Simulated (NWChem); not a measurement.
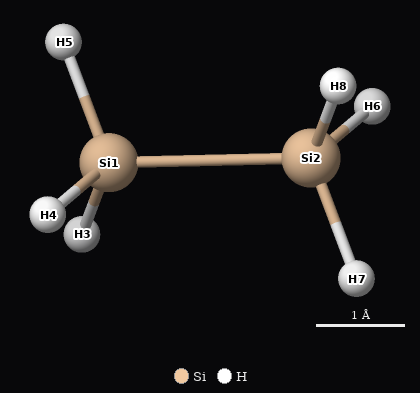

Fig. 1: The structure (ball-and-stick view, seen at a tilt; atoms are numbered from 1 in the order of the input).

**Run report: Si2H6, single-point calculation (part 1 of 2)**

The run: single-point calculation of Si2H6, SMILES [SiH3][SiH3]. Method and program: CCSD(T)/6-31G*, RHF (NWChem 7.3.0).

The geometry comes from this level: PBE0-D4/def2-TZVP.

**The program's output**
```
Northwest Computational Chemistry Package (NWChem) 7.3.0
             --------------------------------------------------------

           Job information
           ---------------

    nwchem branch   = 7.3.0
    use scalapack   = T
    input           = h6si2.nw
    prefix          = h6si2.
    data base       = ./h6si2.db
    status          = startup
    nproc           =        1

           Memory information
           ------------------

    heap     =     28835834 doubles =      220.0 Mbytes
    stack    =    115343359 doubles =      880.0 Mbytes
    global   =    144179200 doubles =     1100.0 Mbytes (distinct from heap & stack)
    total    =    288358393 doubles =     2200.0 Mbytes
    verify   = yes
    hardfail = no

           Directory information
           ---------------------

  0 permanent = .
  0 scratch   = .

                                NWChem Input Module
                                -------------------

                                   H6Si2 energy
                                   ------------

 Scaling coordinates for geometry "geometry" by  1.889725989
 (inverse scale =  0.529177249)

                             Geometry "geometry" -> ""
                             -------------------------

 Output coordinates in angstroms (scale by  1.889725989 to convert to a.u.)

  No.       Tag          Charge          X              Y              Z
 ---- ---------------- ---------- -------------- -------------- --------------
    1 Si                  14.0000    -0.34050000     0.49020000    -1.00490000
    2 Si                  14.0000     0.36350000    -0.50440000     0.99100000
    3 H                    1.0000     0.83390000     0.94820000    -1.79490000
    4 H                    1.0000    -1.11290000    -0.48390000    -1.82190000
    5 H                    1.0000    -1.20800000     1.66410000    -0.71790000
    6 H                    1.0000     1.13900000     0.46860000     1.80630000
    7 H                    1.0000     1.22810000    -1.68050000     0.70400000
    8 H                    1.0000    -0.81100000    -0.95920000     1.78260000

      Atomic Mass
      -----------

      Si                27.976930
      H                  1.007825

 Effective nuclear repulsion energy (a.u.)      90.7730877349

            Nuclear Dipole moment (a.u.)
            ----------------------------
        X                 Y               Z
 ---------------- ---------------- ----------------
     0.7390718341    -0.4563688262    -0.4467312237

            XYZ format geometry
            -------------------
     8
 geometry
 Si                   -0.34050000     0.49020000    -1.00490000
 Si                    0.36350000    -0.50440000     0.99100000
 H                     0.83390000     0.94820000    -1.79490000
 H                    -1.11290000    -0.48390000    -1.82190000
 H                    -1.20800000     1.66410000    -0.71790000
 H                     1.13900000     0.46860000     1.80630000
 H                     1.22810000    -1.68050000     0.70400000
 H                    -0.81100000    -0.95920000     1.78260000

 ==============================================================================
                                internuclear distances
 ------------------------------------------------------------------------------
       center one      |      center two      | atomic units |  angstroms
 ------------------------------------------------------------------------------
    2 Si               |   1 Si               |     4.41908  |     2.33847
    3 H                |   1 Si               |     2.81124  |     1.48764
    4 H                |   1 Si               |     2.81116  |     1.48760
    5 H                |   1 Si               |     2.81116  |     1.48760
    6 H                |   2 Si               |     2.81109  |     1.48756
    7 H                |   2 Si               |     2.81126  |     1.48765
    8 H                |   2 Si               |     2.81114  |     1.48759
 ------------------------------------------------------------------------------
                         number of included internuclear distances:          7
 ==============================================================================

 ==============================================================================
                                 internuclear angles
 ------------------------------------------------------------------------------
        center 1       |       center 2       |       center 3       |  degrees
 ------------------------------------------------------------------------------
    2 Si               |   1 Si               |   3 H                |   110.28
    2 Si               |   1 Si               |   4 H                |   110.28
    2 Si               |   1 Si               |   5 H                |   110.27
    3 H                |   1 Si               |   4 H                |   108.65
    3 H                |   1 Si               |   5 H                |   108.65
    4 H                |   1 Si               |   5 H                |   108.66
    1 Si               |   2 Si               |   6 H                |   110.28
    1 Si               |   2 Si               |   7 H                |   110.28
    1 Si               |   2 Si               |   8 H                |   110.27
    6 H                |   2 Si               |   7 H                |   108.65
    6 H                |   2 Si               |   8 H                |   108.66
    7 H                |   2 Si               |   8 H                |   108.65
 ------------------------------------------------------------------------------
                            number of included internuclear angles:         12
 ==============================================================================

 Summary of "ao basis" -> "" (spherical)
 ------------------------------------------------------------------------------
       Tag                 Description            Shells   Functions and Types
 ---------------- ------------------------------  ------  ---------------------
 *                           6-31G*                   on all atoms

                      Basis "ao basis" -> "ao basis" (spherical)
                      -----
  [basis functions not shown]

 Summary of "ao basis" -> "ao basis" (spherical)
 ------------------------------------------------------------------------------
       Tag                 Description            Shells   Functions and Types
 ---------------- ------------------------------  ------  ---------------------
 Si                          6-31G*                  8       18   4s3p1d
 H                           6-31G*                  2        2   2s

                                 NWChem SCF Module
                                 -----------------

                                   H6Si2 energy

  ao basis        = "ao basis"
  functions       =    48
  atoms           =     8
  closed shells   =    17
  open shells     =     0
  charge          =   0.00
  wavefunction    = RHF
  input vectors   = atomic
  output vectors  = ./h6si2.movecs
  use symmetry    = F
  symmetry adapt  = F

 Summary of "ao basis" -> "ao basis" (spherical)
 ------------------------------------------------------------------------------
       Tag                 Description            Shells   Functions and Types
 ---------------- ------------------------------  ------  ---------------------
 Si                          6-31G*                  8       18   4s3p1d
 H                           6-31G*                  2        2   2s

 Forming initial guess at       0.0s

      Superposition of Atomic Density Guess
      -------------------------------------

 Sum of atomic energies:        -580.62401027

      Non-variational initial energy
      ------------------------------

 Total energy =    -581.191130
 1-e energy   =    -984.540451
 2-e energy   =     312.576232
 HOMO         =      -0.326696
 LUMO         =       0.079322

 Starting SCF solution at       0.2s

 ----------------------------------------------
         Quadratically convergent ROHF

 Convergence threshold     :          1.000E-08
 Maximum no. of iterations :           80
 Final Fock-matrix accuracy:          1.000E-10
 ----------------------------------------------

              iter       energy          gnorm     gmax       time
             ----- ------------------- --------- --------- --------
                 1     -581.2733447608  4.21D-01  1.20D-01      0.5
                 2     -581.3016384616  8.14D-02  2.58D-02      1.0
                 3     -581.3025660042  3.34D-03  9.60D-04      1.7
                 4     -581.3025676440  1.10D-05  3.60D-06      2.6
                 5     -581.3025676440  1.07D-09  2.81D-10      4.0

       Final RHF  results
       ------------------

         Total SCF energy =   -581.302567644016
      One-electron energy =   -986.402304581623
      Two-electron energy =    314.326649202717
 Nuclear repulsion energy =     90.773087734890

        Time for solution =      3.7s

             Final eigenvalues
             -----------------

              1
    1  -68.7527
    2  -68.7526
    3   -6.1196
    4   -6.1195
    5   -4.2247
    6   -4.2247
    7   -4.2247
    8   -4.2246
    9   -4.2246
   10   -4.2240
   11   -0.7576
   12   -0.6779
   13   -0.4995
   14   -0.4994
   15   -0.4719
   16   -0.4719
   17   -0.4046
   18    0.1409
   19    0.1418
   20    0.1418
   21    0.2060
   22    0.2072
   23    0.2072
   24    0.2864
   25    0.3021
   26    0.3749
   27    0.3749

                       ROHF Final Molecular Orbital Analysis
                       -------------------------------------

 Vector    8  Occ=2.000000D+00  E=-4.224623D+00
              MO Center=  2.1D-02, -2.1D-02,  2.0D-02, r^2= 1.5D+00
   Bfn.  Coefficient  Atom+Function         Bfn.  Coefficient  Atom+Function
  ----- ------------  ---------------      ----- ------------  ---------------
    22     -0.556829  2 Si py                 4      0.541473  1 Si py
    21     -0.425576  2 Si px                 3      0.414702  1 Si px

 Vector    9  Occ=2.000000D+00  E=-4.224623D+00
              MO Center=  2.2D-02, -2.2D-02,  2.2D-02, r^2= 1.5D+00
   Bfn.  Coefficient  Atom+Function         Bfn.  Coefficient  Atom+Function
  ----- ------------  ---------------      ----- ------------  ---------------
    21     -0.529312  2 Si px                 3      0.514654  1 Si px
    23      0.349032  2 Si pz                 5     -0.338564  1 Si pz
    22      0.326074  2 Si py                 4     -0.315968  1 Si py

 Vector   10  Occ=2.000000D+00  E=-4.224041D+00
              MO Center=  1.3D-02, -8.5D-03, -4.1D-03, r^2= 1.5D+00
   Bfn.  Coefficient  Atom+Function         Bfn.  Coefficient  Atom+Function
  ----- ------------  ---------------      ----- ------------  ---------------
     5      0.599075  1 Si pz                23      0.600678  2 Si pz
     4     -0.298510  1 Si py                22     -0.299516  2 Si py
     3      0.211233  1 Si px                21      0.211969  2 Si px

 Vector   11  Occ=2.000000D+00  E=-7.575702D-01
              MO Center=  1.2D-02, -7.1D-03, -6.9D-03, r^2= 3.1D+00
   Bfn.  Coefficient  Atom+Function         Bfn.  Coefficient  Atom+Function
  ----- ------------  ---------------      ----- ------------  ---------------
     6      0.392408  1 Si s                 24      0.392422  2 Si s
     2     -0.194432  1 Si s                 20     -0.194439  2 Si s

 Vector   12  Occ=2.000000D+00  E=-6.778925D-01
              MO Center=  1.1D-02, -7.1D-03, -7.0D-03, r^2= 4.3D+00
   Bfn.  Coefficient  Atom+Function         Bfn.  Coefficient  Atom+Function
  ----- ------------  ---------------      ----- ------------  ---------------
     6      0.343824  1 Si s                 24     -0.343808  2 Si s
     2     -0.174530  1 Si s                 20      0.174522  2 Si s

 Vector   13  Occ=2.000000D+00  E=-4.994504D-01
              MO Center=  1.3D-02, -7.4D-03, -7.1D-03, r^2= 4.5D+00
   Bfn.  Coefficient  Atom+Function         Bfn.  Coefficient  Atom+Function
  ----- ------------  ---------------      ----- ------------  ---------------
     8      0.232550  1 Si py                26      0.232644  2 Si py
    40     -0.220833  4 H  s                 44      0.221002  6 H  s
    39     -0.183620  4 H  s                 43      0.183752  6 H  s
     7      0.152106  1 Si px                25      0.152183  2 Si px

 Vector   14  Occ=2.000000D+00  E=-4.994411D-01
              MO Center=  9.4D-03, -6.7D-03, -6.4D-03, r^2= 4.5D+00
   Bfn.  Coefficient  Atom+Function         Bfn.  Coefficient  Atom+Function
  ----- ------------  ---------------      ----- ------------  ---------------
     7      0.224968  1 Si px                25      0.225019  2 Si px
    42     -0.203820  5 H  s                 46      0.203447  7 H  s
    38      0.178804  3 H  s                 48     -0.179233  8 H  s
    41     -0.169454  5 H  s                 45      0.169168  7 H  s

 Vector   15  Occ=2.000000D+00  E=-4.718656D-01
              MO Center=  1.3D-02, -7.4D-03, -8.5D-03, r^2= 4.8D+00
   Bfn.  Coefficient  Atom+Function         Bfn.  Coefficient  Atom+Function
  ----- ------------  ---------------      ----- ------------  ---------------
    40      0.258240  4 H  s                 44      0.258217  6 H  s
     8     -0.228488  1 Si py                26      0.228483  2 Si py
    39      0.195364  4 H  s                 43      0.195349  6 H  s

 Vector   16  Occ=2.000000D+00  E=-4.718556D-01
              MO Center=  9.8D-03, -7.1D-03, -6.0D-03, r^2= 4.8D+00
   Bfn.  Coefficient  Atom+Function         Bfn.  Coefficient  Atom+Function
  ----- ------------  ---------------      ----- ------------  ---------------
    42     -0.235295  5 H  s                 46     -0.235086  7 H  s
     7      0.221938  1 Si px                25     -0.221994  2 Si px
    38      0.211884  3 H  s                 48      0.212274  8 H  s
    41     -0.178010  5 H  s                 45     -0.177835  7 H  s
    37      0.160277  3 H  s                 47      0.160600  8 H  s

 Vector   17  Occ=2.000000D+00  E=-4.045825D-01
              MO Center=  1.2D-02, -7.1D-03, -7.0D-03, r^2= 3.0D+00
   Bfn.  Coefficient  Atom+Function         Bfn.  Coefficient  Atom+Function
  ----- ------------  ---------------      ----- ------------  ---------------
     9      0.352858  1 Si pz                27     -0.352861  2 Si pz
     8     -0.175852  1 Si py                26      0.175844  2 Si py
```
